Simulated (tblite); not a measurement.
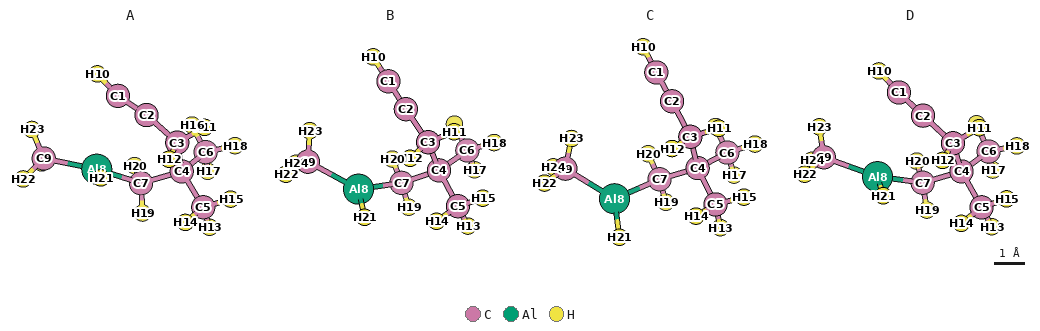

4 geometries from one relaxation of C8H15Al, in shuffled order. The picture is a ball-and-stick view, seen face on.

The calculation used GFN2-xTB geometry optimisation, gas phase (tblite 0.8.0). 

**Order the frames from highest to lowest energy.**

C, B, D, A. They are steps 0, 112, 153, 233, at +8.65 kcal/mol, +1.74 kcal/mol, +1.23 kcal/mol relative to the last. Over 233 geometry steps the energy falls by 8.65 kcal/mol. H21 moves most after the best rigid fit: 2.26 Å. Largest moves by element: H 2.26 Å, C 1.15 Å, Al 1.07 Å. Some distances before and after: C1–Al8 4.581 → 2.623 Å, C2–Al8 3.898 → 2.536 Å, C3–Al8 3.445 → 2.951 Å, Al8–H21 1.595 → 1.557 Å. Among the angles between lasting bonds that change: Al8–C7–H19 106.5° → 118.3°, C2–C1–H10 178.7° → 167.1°, Al8–C9–H23 109.5° → 116.4°. Groups turn about Al8–C9 by about 50°, C4–C7 by about 35°, C7–Al8 by about 30°.
